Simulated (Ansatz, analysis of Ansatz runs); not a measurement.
# A hop of Cs in Cs3Li2Cl5 (Imm2), charge −1, part 2 of 3

Wanted: path and barrier of a jump of Cs in Cs3Li2Cl5 (Imm2) at charge −1. The case: V_Cs hop (4.1 Å), in a cell of 60 host atoms with 1 Cs taken out.

Ansatz 0.2.0; plane-wave PAW DFT, PBEsol; nudged elastic band between two relaxed defect structures at fixed charge in a uniform background.

So far: The starting structure; Relaxation of the start point, charge −1.

## Step 3: Relaxation of the end point, charge −1

Level of this step: plane-wave PAW DFT, PBEsol; relaxation of all atoms of a defect supercell at fixed charge in a uniform background (Ansatz).

The end point is relaxed in the same cell and settings, so that the two energies compare. Atoms more than 3.2 Å from the middle of the hop start where the first relaxation left them, the nearer ones on or close to their ideal places, with small random displacements.

Contents of qm1.end/input.yaml:

```yaml
crystal:
  lattice:
    - [-7.26279126, 0.0, 10.05668361]
    - [-9.30599473, 0.0, -6.72048182]
    - [3.53696389, -11.88058461, 0.00400652]
  atoms:
    - { symbol: Cs, position: [0.20496609, 0.17974978, 0.7524584] }
    - { symbol: Cs, position: [0.29003921, 0.30232792, 0.24528215] }
    - { symbol: Cs, position: [0.24808448, 0.49244852, 0.00059395] }
[... 7 atom lines left out ...]
    - { symbol: Cs, position: [0.22237177, 0.67946228, 0.75409086] }
[... 9 atom lines left out ...]
    - { symbol: Cs, position: [0.54061889, 0.1793231, 0.75494637] }
[... 1 atom line left out ...]
    - { symbol: Cs, position: [0.538772, 0.683268, -0.249166] }
[... 1 atom line left out ...]
    - { symbol: Li, position: [0.34566532, 0.37557765, 0.56837885] }
[... 3 atom lines left out ...]
    - { symbol: Cl, position: [0.3751917, 0.43618602, 0.76298098] }
[... 2 atom lines left out ...]
    - { symbol: Cs, position: [0.57866376, 0.96812733, -0.01565024] }
[... 6 atom lines left out ...]
    - { symbol: Cl, position: [0.41468577, 0.74348952, 0.0] }
[... 4 atom lines left out ...]
    - { symbol: Li, position: [0.67444616, 0.3738799, 0.56683947] }
[... 3 atom lines left out ...]
    - { symbol: Cl, position: [0.70852504, 0.43618602, 0.76298098] }
[... 1 atom line left out ...]
    - { symbol: Cs, position: [0.85727904, 0.67921761, 0.75302213] }
[... 8 atom lines left out ...]
    - { symbol: Cl, position: [0.7480191, 0.74348952, 0.0] }
total_charge: -1
basis:
  ecutwfc: 420
  xc_grid: 2
hamiltonian:
  xc: pbesol
kpoints:
  mp_grid: { grid: [1, 1, 1], shift: [0.25, 0.25, 0.25] }
scf:
  occupations: { method: fixed }
  max_iter: 150
output:
  forces: true
relax:
  f_tol: 0.02
  max_steps: 70
  random_displacement: { amplitude: 0.01, seed: 1523 }
```

Run with:

```
> ansatz run input.yaml --threads 32 --pin off --max-ram 84787MiB --backend cuda --events-out ev --progress --plain --runs-dir out --max-vram 78GiB
```

Numbers of over 12 decimals in the logs are rounded to 6 here.

Output:

```text
[...]
Crystal: 59 atoms, lattice volume = 1691.758 Å³
Basis set: ecut = 420 eV, 33071 PW (Γ), exchange–correlation on 180×160×180 points (8 copies of the dense FFT grid, shifted against one another)
Bands: 259, of which v1, the nominal top of the filled ones, is band 200 counted from 1 (199 counted from 0)
Symmetry: 1 space group operations
k-points: 1
[...]
SCF iter   1: F=—  HF=-129326.292869 eV  |F-HF|=—  |Δ(HF+E_count)|=         —  Δρ=4.33e-3  dr2=4.88e-1  ethr=1.77e-3  ⟨swp⟩=5.0  Hψ=740  notcnv=0  defer=59
[...]
SCF iter   2: F=—  HF=-129326.108759 eV  |F-HF|=—  |Δ(HF+E_count)|=   1.84e-1  Δρ=1.65e-3  dr2=6.61e-2  ethr=1.22e-4  ⟨swp⟩=8.0  Hψ=465  notcnv=0  defer=59
[...]
SCF iter   6: F=-129326.104423 eV  HF=-129326.104422 eV  |F-HF|=1.18e-6  |Δ(HF+E_count)|=   2.77e-5  Δρ=9.22e-6  dr2=2.00e-6  ethr=2.50e-9  ⟨swp⟩=4.0  Hψ=795  notcnv=0
[...]
- { symbol: Cs, position: [0.543787, 0.667699, -0.228360] }
    - { symbol: Li, position: [0.489344, 0.085732, 0.431176] }
    - { symbol: Li, position: [0.341505, 0.370526, 0.563232] }
[...]
- { symbol: Cs, position: [0.618910, 0.782709, 0.227872] }
[...]
- { symbol: Li, position: [0.486341, 0.590367, 0.438142] }
    - { symbol: Li, position: [0.347015, 0.871728, 0.568791] }
[...]
- { symbol: Cs, position: [0.901550, 0.493986, -0.001028] }
    - { symbol: Li, position: [0.815755, 0.086627, 0.429975] }
    - { symbol: Li, position: [0.676663, 0.368834, 0.561463] }
[...]
- { symbol: Cs, position: [0.874261, 0.682665, 0.755641] }
    - { symbol: Cs, position: [0.955821, 0.804975, 0.244378] }
    - { symbol: Cs, position: [0.916086, 0.994258, -0.000946] }
    - { symbol: Li, position: [0.821189, 0.588982, 0.435097] }
    - { symbol: Li, position: [0.673317, 0.871611, 0.566318] }
[...]
- { symbol: Cl, position: [0.796546, 0.558171, 0.242798] }
    - { symbol: Cl, position: [0.826244, 0.895103, 0.475088] }
    - { symbol: Cl, position: [0.707484, 0.937822, 0.761019] }
    - { symbol: Cl, position: [0.755889, 0.753877, -0.000366] }
[key lines of the parts left out:]
SCF converged after 6 iterations
```

It took 3.9 s on 1 × NVIDIA GB200 with 32 threads of Arm Neoverse V2, shared host; peak memory 1.4 GiB.

Relaxation path:

```
step  energy less that of the first step (eV)  largest force component (eV/Å)
   1                                   0.0000                          0.3835
   2                                  -0.4914                          0.1453
   3                                  -0.6133                          0.0472
   4                                  -0.6220                          0.0128
   5                                  -0.6229                          0.0095
```

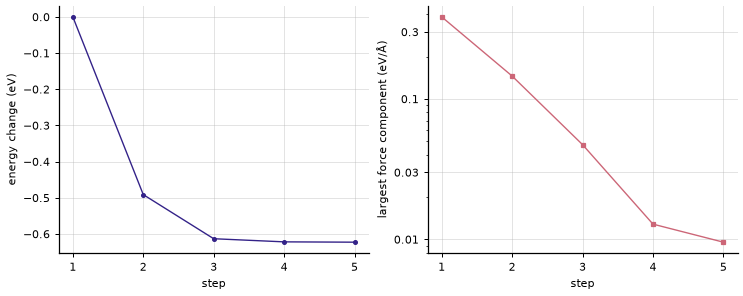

Energy and largest force along the relaxation.

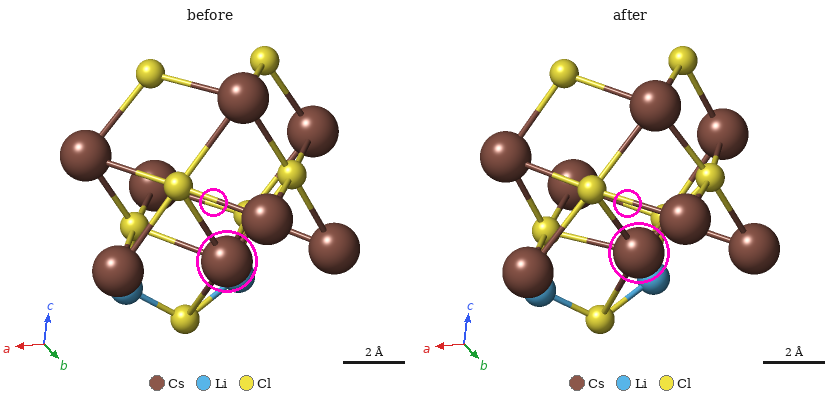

Before and after: the atoms that start within 5 Å of the centre. Cs23, which moves most, is ringed if it is among them. A ring with no atom in it marks the empty centre.

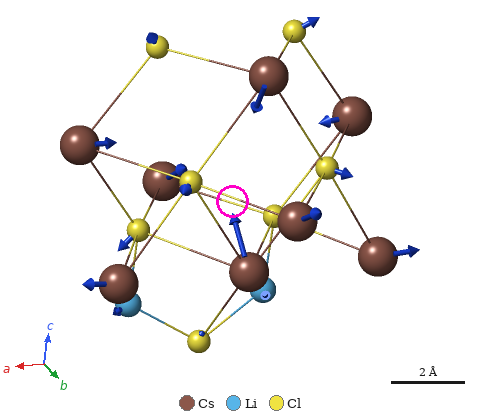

Displacements in the relaxation from the typed sites near the centre, exaggerated; the longest in the cell stands for 0.35 Å. A ring marks the centre wherever it is empty.

The atoms that moved most (Å, from the sites as typed, ahead of the random displacement):

```csv
atom,dx,dy,dz,length
Cs23,0.183,-0.249,0.156,0.346
Cs21,-0.215,-0.206,-0.150,0.334
Cs32,-0.215,-0.179,-0.149,0.317
Cs31,0.114,0.284,0.075,0.315
Cs22,-0.199,0.115,-0.149,0.274
Cl35,0.049,-0.203,0.056,0.216
Cs50,-0.145,-0.033,0.148,0.210
Cl55,0.094,-0.182,0.020,0.206
```

Neighbours of Cs23 at the end:

```
atom  distance (Å)
Cl48         3.407
Cl29         3.413
Cl59         3.481
Cl39         3.484
Cl35         3.614
Cl55         3.621
Cl58         3.746
Cl38         3.756
```

Read from the output:

* free energy: -129326.7273 eV
* r.m.s. move of the farther half of the atoms: 0.07994 Å
* largest move from the ideal geometry of this structure, a common shift of the far atoms taken out: 0.3567 Å

The relaxation gained 0.623 eV and ended with a largest force component of 0.0095 eV/Å. The end lies 0.128 eV below the start.

## Step 4: Nudged elastic band, charge −1

5 movable images are laid between the ends on a pair-potential path, which keeps atoms from colliding in the first guess. Each image feels the true force across the path and a spring force along it. The highest image is set to climb to the top of the path.

This step: plane-wave PAW DFT, PBEsol; nudged elastic band between two relaxed defect structures at fixed charge in a uniform background.

Contents of qm1.neb/input.yaml:

```yaml
crystal:
  lattice:
    - [-7.26279126, 0.0, 10.05668361]
    - [-9.30599473, 0.0, -6.72048182]
    - [3.53696389, -11.88058461, 0.00400652]
  atoms:
    - { symbol: Cs, position: [0.20479503, 0.18050582, 0.75253063] }
    - { symbol: Cs, position: [0.28986816, 0.30308396, 0.24535437] }
    - { symbol: Cs, position: [0.24791343, 0.49320455, 0.00066618] }
    - { symbol: Li, position: [0.15350825, 0.09153658, 0.43327724] }
    - { symbol: Li, position: [0.00867155, 0.37886868, 0.56817165] }
    - { symbol: Cl, position: [0.00077286, 0.1652898, 0.51831138] }
    - { symbol: Cl, position: [0.12074027, 0.05567781, 0.23849617] }
    - { symbol: Cl, position: [0.16140343, 0.40028761, 0.47811767] }
    - { symbol: Cl, position: [0.0417639, 0.4406094, 0.76235846] }
    - { symbol: Cl, position: [0.08143938, 0.24382873, 0.00082525] }
    - { symbol: Cs, position: [0.22220072, 0.68021832, 0.75416308] }
    - { symbol: Cs, position: [0.28929848, 0.80163682, 0.25226223] }
    - { symbol: Cs, position: [0.24782438, 0.9927441, 0.00125952] }
    - { symbol: Li, position: [0.15169172, 0.58817613, 0.4311568] }
    - { symbol: Li, position: [0.00966511, 0.87135663, 0.57126009] }
    - { symbol: Cl, position: [0.00137139, 0.65961209, 0.52190969] }
    - { symbol: Cl, position: [0.11814368, 0.55257112, 0.2363208] }
    - { symbol: Cl, position: [0.16094991, 0.90492072, 0.48434932] }
    - { symbol: Cl, position: [0.04209953, 0.93463811, 0.76508309] }
    - { symbol: Cl, position: [0.08209593, 0.74458327, 0.00361373] }
    - { symbol: Cs, position: [0.54044783, 0.18007914, 0.7550186] }
    - { symbol: Cs, position: [0.62042511, 0.30216472, 0.23513204] }
    - { symbol: Cs, position: [0.57843607, 0.50881937, -0.01754487] }
    - { symbol: Li, position: [0.48731278, 0.09311145, 0.43091505] }
    - { symbol: Li, position: [0.34549426, 0.37633369, 0.56845107] }
    - { symbol: Cl, position: [0.33422758, 0.16291083, 0.5179243] }
    - { symbol: Cl, position: [0.45492343, 0.0543124, 0.23596004] }
    - { symbol: Cl, position: [0.49414772, 0.39477647, 0.47251455] }
    - { symbol: Cl, position: [0.36836373, 0.42677887, 0.76224294] }
    - { symbol: Cl, position: [0.41318832, 0.24356295, -0.00052782] }
    - { symbol: Cs, position: [0.62320962, 0.80127117, 0.25195528] }
    - { symbol: Cs, position: [0.57849271, 0.96888336, -0.01557801] }
    - { symbol: Li, position: [0.48827841, 0.58810107, 0.43666878] }
    - { symbol: Li, position: [0.34562987, 0.87083326, 0.57119439] }
    - { symbol: Cl, position: [0.33076215, 0.66089841, 0.51133913] }
    - { symbol: Cl, position: [0.45443186, 0.55375107, 0.23797491] }
    - { symbol: Cl, position: [0.49488031, 0.9059697, 0.48230553] }
    - { symbol: Cl, position: [0.3681038, 0.94455615, 0.76303935] }
    - { symbol: Cl, position: [0.40784407, 0.74627708, 0.01310533] }
    - { symbol: Cs, position: [0.87522288, 0.18056172, 0.75229207] }
    - { symbol: Cs, position: [0.95419542, 0.30190837, 0.24522977] }
    - { symbol: Cs, position: [0.91475049, 0.49281233, -0.001251] }
    - { symbol: Li, position: [0.81946358, 0.09100597, 0.43113503] }
    - { symbol: Li, position: [0.67427511, 0.37463593, 0.56691169] }
    - { symbol: Cl, position: [0.66870334, 0.16157078, 0.51935821] }
    - { symbol: Cl, position: [0.78668706, 0.05442138, 0.23645655] }
    - { symbol: Cl, position: [0.82668322, 0.39975925, 0.47624529] }
    - { symbol: Cl, position: [0.7144691, 0.42653187, 0.76125997] }
    - { symbol: Cl, position: [0.74917117, 0.2433499, -0.0005663] }
    - { symbol: Cs, position: [0.85710798, 0.67997365, 0.75309435] }
    - { symbol: Cs, position: [0.95720019, 0.80412003, 0.24932288] }
    - { symbol: Cs, position: [0.91490554, 0.99293183, 0.00011259] }
    - { symbol: Li, position: [0.82049939, 0.58765734, 0.42896509] }
    - { symbol: Li, position: [0.6746831, 0.87192248, 0.57066908] }
    - { symbol: Cl, position: [0.66959733, 0.66208039, 0.51093959] }
    - { symbol: Cl, position: [0.78900114, 0.55335346, 0.23438934] }
    - { symbol: Cl, position: [0.8301708, 0.9044368, 0.482676] }
    - { symbol: Cl, position: [0.71526643, 0.94478969, 0.76272022] }
    - { symbol: Cl, position: [0.75853951, 0.7467604, 0.0123552] }
total_charge: -1
basis:
  ecutwfc: 420
  xc_grid: 2
hamiltonian:
  xc: pbesol
kpoints:
  mp_grid: { grid: [1, 1, 1], shift: [0.25, 0.25, 0.25] }
scf:
  occupations: { method: fixed }
  max_iter: 150
output:
  forces: true
neb:
  images: 5
  f_tol: 0.04
  climbing: true
  initial_path: idpp
  max_iterations: 45
  order_check: false
  final_atoms:
    - { symbol: Cs, position: [0.20718847, 0.18198112, 0.75524313] }
    - { symbol: Cs, position: [0.28931053, 0.30447433, 0.24587698] }
    - { symbol: Cs, position: [0.26135647, 0.49594177, 0.00170424] }
[... 7 atom lines left out ...]
    - { symbol: Cs, position: [0.20684175, 0.68468744, 0.75837494] }
[... 9 atom lines left out ...]
    - { symbol: Cs, position: [0.54386494, 0.20858895, 0.77412741] }
[... 1 atom line left out ...]
    - { symbol: Cs, position: [0.54381349, 0.66971069, -0.2264043] }
[... 1 atom line left out ...]
    - { symbol: Li, position: [0.34153145, 0.37253777, 0.56518773] }
[... 3 atom lines left out ...]
    - { symbol: Cl, position: [0.36576924, 0.43713566, 0.75740266] }
[... 2 atom lines left out ...]
    - { symbol: Cs, position: [0.58156195, 0.99673011, 0.00125105] }
[... 6 atom lines left out ...]
    - { symbol: Cl, position: [0.40716647, 0.75578181, 0.00156446] }
[... 4 atom lines left out ...]
    - { symbol: Li, position: [0.67668956, 0.3708465, 0.56341949] }
[... 3 atom lines left out ...]
    - { symbol: Cl, position: [0.71604021, 0.43745921, 0.75652878] }
[... 1 atom line left out ...]
    - { symbol: Cs, position: [0.87428827, 0.68467688, 0.75759681] }
[... 8 atom lines left out ...]
    - { symbol: Cl, position: [0.75591624, 0.75588919, 0.00159015] }
```

Output:

```text
[...]
Warning: neb: disabling space-group detection — the band's intermediate images generally break the endpoint symmetry, so the full k-mesh is solved, and no spatial operation symmetrises the density, except that a semilocal band can use its path's symmetry [...]
[...]
parallel-image band execution: 3 concurrent image workers
NEB image 0
[...]
Crystal: 59 atoms, lattice volume = 1691.758 Å³
Basis set: ecut = 420 eV, 33071 PW (Γ), exchange–correlation on 180×160×180 points (8 copies of the dense FFT grid, shifted against one another)
Bands: 259, of which v1, the nominal top of the filled ones, is band 200 counted from 1 (199 counted from 0)
Symmetry: 1 space group operations
k-points: 1
[...]
SCF iter   1: F=—  HF=-129326.735052 eV  |F-HF|=—  |Δ(HF+E_count)|=         —  Δρ=4.40e-3  dr2=4.90e-1  ethr=1.77e-3  ⟨swp⟩=6.0  Hψ=744  notcnv=0  defer=59
[...]
SCF iter   2: F=—  HF=-129326.602267 eV  |F-HF|=—  |Δ(HF+E_count)|=   1.33e-1  Δρ=1.61e-3  dr2=6.46e-2  ethr=1.23e-4  ⟨swp⟩=15.0  Hψ=1021  notcnv=0  defer=59
[...]
SCF iter   7: F=-129326.598905 eV  HF=-129326.598905 eV  |F-HF|=5.32e-8  |Δ(HF+E_count)|=   7.19e-7  Δρ=1.31e-6  dr2=4.79e-8  ethr=2.50e-11  ⟨swp⟩=3.0  Hψ=1023  notcnv=0
SCF 1 converged in 7 iterations: F = -129326.598905 eV  dr2 = 4.79e-8
[...]
NSCF: frozen V_eff on 1 k-points
NEB image 6
[...]
SCF 2 converged in 7 iterations: F = -129326.727287 eV  dr2 = 9.07e-8
[...]
NEB end point (image 0): max|allowed force component| = 9.256e-3 eV/Å (the criterion of neb.relax_end_points is 1.000e-2)
NEB end point (image 6): max|allowed force component| = 9.534e-3 eV/Å (the criterion of neb.relax_end_points is 1.000e-2)
NEB image 1
[...]
SCF 3 converged in 7 iterations: F = -129326.487119 eV  dr2 = 5.20e-8
[...]
NEB image 2
[...]
SCF 4 converged in 7 iterations: F = -129326.275491 eV  dr2 = 8.94e-8
[...]
SCF 5 converged in 8 iterations: F = -129326.190336 eV  dr2 = 7.98e-9
[...]
SCF 6 converged in 7 iterations: F = -129326.343544 eV  dr2 = 9.52e-8
[...]
SCF 7 converged in 7 iterations: F = -129326.594394 eV  dr2 = 4.49e-8
[...]
SCF 8 converged in 6 iterations: F = -129326.512802 eV  dr2 = 5.50e-8
[...]
SCF 9 converged in 7 iterations: F = -129326.351419 eV  dr2 = 8.76e-9
[...]
SCF 10 converged in 7 iterations: F = -129326.286333 eV  dr2 = 1.03e-8
[...]
SCF 11 converged in 7 iterations: F = -129326.415906 eV  dr2 = 8.16e-9
[...]
SCF 12 converged in 6 iterations: F = -129326.621874 eV  dr2 = 5.15e-8
[...]
SCF 13 converged in 6 iterations: F = -129326.526154 eV  dr2 = 1.44e-8
[...]
SCF 14 converged in 6 iterations: F = -129326.374395 eV  dr2 = 4.60e-8
[...]
SCF 15 converged in 6 iterations: F = -129326.291492 eV  dr2 = 7.55e-8
[...]
SCF 16 converged in 6 iterations: F = -129326.405395 eV  dr2 = 3.72e-8
[...]
SCF 17 converged in 6 iterations: F = -129326.620343 eV  dr2 = 1.23e-8
[...]
SCF 18 converged in 6 iterations: F = -129326.294671 eV  dr2 = 1.26e-8
[...]
SCF converged after 6 iterations
[...]
- { symbol: Cs, position: [0.251649, 0.494180, 0.003508] }
    - { symbol: Li, position: [0.154023, 0.092118, 0.434688] }
    - { symbol: Li, position: [0.007712, 0.374704, 0.567663] }
    - { symbol: Cl, position: [-0.000265, 0.161316, 0.519091] }
    - { symbol: Cl, position: [0.121186, 0.058119, 0.240299] }
    - { symbol: Cl, position: [0.157550, 0.395999, 0.473008] }
    - { symbol: Cl, position: [0.041473, 0.439502, 0.762156] }
    - { symbol: Cl, position: [0.081963, 0.247243, 0.000658] }
    - { symbol: Cs, position: [0.211166, 0.684708, 0.756029] }
    - { symbol: Cs, position: [0.287293, 0.806445, 0.253435] }
    - { symbol: Cs, position: [0.245770, 0.998411, 0.002980] }
    - { symbol: Li, position: [0.153092, 0.587224, 0.431964] }
    - { symbol: Li, position: [0.008719, 0.872177, 0.569442] }
    - { symbol: Cl, position: [0.002589, 0.660303, 0.522751] }
    - { symbol: Cl, position: [0.119767, 0.555447, 0.237622] }
    - { symbol: Cl, position: [0.162899, 0.905092, 0.487115] }
    - { symbol: Cl, position: [0.041500, 0.933612, 0.763840] }
    - { symbol: Cl, position: [0.081710, 0.745584, 0.002581] }
    - { symbol: Cs, position: [0.541394, 0.187082, 0.761226] }
    - { symbol: Cs, position: [0.618229, 0.319028, 0.225815] }
    - { symbol: Cs, position: [0.562666, 0.584207, -0.115363] }
    - { symbol: Li, position: [0.488542, 0.089842, 0.431078] }
    - { symbol: Li, position: [0.339641, 0.371882, 0.560588] }
    - { symbol: Cl, position: [0.335710, 0.159844, 0.518359] }
    - { symbol: Cl, position: [0.456398, 0.059059, 0.237341] }
    - { symbol: Cl, position: [0.494670, 0.395534, 0.475085] }
    - { symbol: Cl, position: [0.350853, 0.422311, 0.752737] }
    - { symbol: Cl, position: [0.408311, 0.240845, -0.002577] }
    - { symbol: Cs, position: [0.622057, 0.795947, 0.248182] }
    - { symbol: Cs, position: [0.580616, 0.990551, -0.004764] }
    - { symbol: Li, position: [0.487003, 0.591383, 0.441540] }
    - { symbol: Li, position: [0.347550, 0.869673, 0.574255] }
    - { symbol: Cl, position: [0.331172, 0.658679, 0.522443] }
    - { symbol: Cl, position: [0.448677, 0.560517, 0.245198] }
    - { symbol: Cl, position: [0.494388, 0.900210, 0.479874] }
    - { symbol: Cl, position: [0.372225, 0.942897, 0.766266] }
    - { symbol: Cl, position: [0.400330, 0.760244, 0.015626] }
    - { symbol: Cs, position: [0.876647, 0.175837, 0.752201] }
    - { symbol: Cs, position: [0.953600, 0.303204, 0.243167] }
    - { symbol: Cs, position: [0.912520, 0.493653, 0.001219] }
    - { symbol: Li, position: [0.817166, 0.090155, 0.430668] }
    - { symbol: Li, position: [0.677376, 0.369147, 0.557726] }
    - { symbol: Cl, position: [0.668246, 0.157921, 0.522500] }
    - { symbol: Cl, position: [0.785376, 0.058708, 0.237281] }
    - { symbol: Cl, position: [0.827970, 0.396729, 0.470108] }
    - { symbol: Cl, position: [0.728880, 0.422360, 0.750795] }
    - { symbol: Cl, position: [0.752879, 0.240391, -0.003265] }
    - { symbol: Cs, position: [0.868463, 0.684450, 0.753947] }
    - { symbol: Cs, position: [0.959430, 0.807943, 0.251395] }
    - { symbol: Cs, position: [0.917964, 0.998781, 0.001829] }
    - { symbol: Li, position: [0.821189, 0.589199, 0.430961] }
    - { symbol: Li, position: [0.673729, 0.870629, 0.571935] }
    - { symbol: Cl, position: [0.670717, 0.659346, 0.518532] }
    - { symbol: Cl, position: [0.793900, 0.560154, 0.238140] }
    - { symbol: Cl, position: [0.828095, 0.901739, 0.481845] }
    - { symbol: Cl, position: [0.712427, 0.942454, 0.764614] }
    - { symbol: Cl, position: [0.767729, 0.761077, 0.014354] }
```

Wall time 12 s (1 × NVIDIA GB200 with 32 threads); peak memory 2.5 GiB; 40 s of CPU time.

(Part 2 of 3 ends here.)

[Logs are printed without paths, hosts, clocks, repeated set-up lines and the standing remarks that a program may print on its own settings, such as how far it seeks lower states.]

[Hosts, paths, dates, database ids (printed as entryN), source tags and the programs' standing remarks are cut or masked in the printed files.]
